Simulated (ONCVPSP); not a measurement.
## Pseudopotential generation for Pd

System: palladium (Pd, Z = 46), core [Ar] 3d10 4s2, reference valence 4p6 4d9 (an ion of charge +1), valence charge 16.
Method: ONCV potential, PBEsol, scalar-relativistic, made with ONCVPSP 4.0.1.

## What the run reported

| quantity | value |
| --- | --- |
| outcome | ended with an error |
| hardware | 1 CPU thread, shared host |

## What went wrong

The generator stopped with the message “ERROR pspot: first pseudo wave function has node, program will stop”. In words: the optimised pseudo-wave of the first projector has a node, so the radial equation cannot be inverted for a potential. It was at work on the s channel when it stopped.

## The input
```
# ATOM AND REFERENCE CONFIGURATION
# atsym  z   nc   nv     iexc    psfile
  Pd 46.00    7    2  -116133      upf
#
#   n    l    f
    1    0    2.00
    2    0    2.00
    2    1    6.00
    3    0    2.00
    3    1    6.00
    3    2   10.00
    4    0    2.00
    4    1    6.00
    4    2    9.00
#
# PSEUDOPOTENTIAL AND OPTIMIZATION
# lmax
    2
#
#   l,   rc,      ep,       ncon, nbas, qcut
    0    1.70    0.44    3    6    3.70
    1    1.15    0.00    5    8    7.80
    2    1.60    0.00    3    8    8.40
#
# LOCAL POTENTIAL
# lloc, lpopt,  rc(5),   dvloc0
    4    5    1.05    0.00
#
# VANDERBILT-KLEINMAN-BYLANDER PROJECTORs
# l, nproj, debl
    0    2    2.90
    1    1    1.90
    2    2    2.90
#
# MODEL CORE CHARGE
# icmod, fcfact, rcfact
    4    0.50    0.00
#
# LOG DERIVATIVE ANALYSIS
# epsh1, epsh2, depsh
   -4.00    5.00    0.02
#
# OUTPUT GRID
# rlmax, drl
    6.00    0.01
#
# TEST CONFIGURATIONS
# ncnf
    4
# nvcnf
#   n    l    f
    2
    4    1    6.00
    4    2   10.00
#
    2
    4    1    6.00
    4    2    8.00
#
    2
    4    1    6.00
    4    2    7.00
#
    2
    4    1    5.00
    4    2   10.00
#
```

Run as:
```bash
oncvpsp.x < Pd.dat > Pd.out
```

## Output (extracts)
```
ONCVPSP  (Optimized Norm-Conservinng Vanderbilt PSeudopotential)
scalar-relativistic version 4.0.1

#   n    l    f        energy (Ha)
    1    0    2.00    -8.8800707E+02
    2    0    2.00    -1.3001410E+02
    2    1    6.00    -1.1662876E+02
    3    0    2.00    -2.3772128E+01
    3    1    6.00    -1.9373235E+01
    3    2   10.00    -1.2381009E+01
    4    0    2.00    -3.5498900E+00
    4    1    6.00    -2.2935193E+00
    4    2    9.00    -5.3720942E-01

Reference configufation results
  iterations    23
  all-electron total energy (Ha)   -5.04309701D+03

Begin loop to  construct optimized pseudo wave functions
and semi-local pseudopoentials for all angular momenta

WARNING wellstate: moderately localized bound state found for n= 5 l=  0
WARNING scattering state with energy  0.05000000
WARNING will be used for the first projector

   Wellstate for l =  0  n =  6
     eigenvalue =   0.0500
     asymptotic potential =   0.5500
     half-point radius =  7.6121

   Wellstate for l =  0  n =  7
     eigenvalue =   2.9500
     asymptotic potential =   3.4500
     half-point radius =  3.3505

Calculating optimized projector #   1

 for l=   0

    Fraction of norm inside rc  0.045842
    Optimizing pswf for qcut=   3.71 a_B^-1,  ecut=   6.87 Ha
    Residual kinetic energy error=  1.27D-03 Ha
 ERROR pspot:  first pseudo wave function has node,          program will stop
 ERROR pspot: try changing psp parameters for this l
```

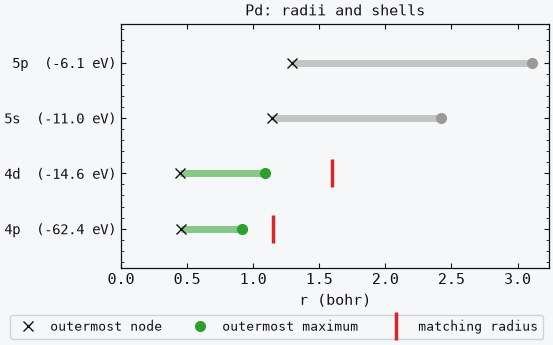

Outer shells of the all-electron reference atom: each bar runs from the outermost node (or the nucleus) to the outermost maximum of u(r); the tick is the radius chosen for the pseudo-wave. Shells without a tick have no pseudo-wave of their own. Levels, nodes and maxima are from ld1.x, scalar-relativistic.

- Radii against the shells: 4p: 1.15 bohr, outside the maximum; 4d: 1.60 bohr, outside the maximum.
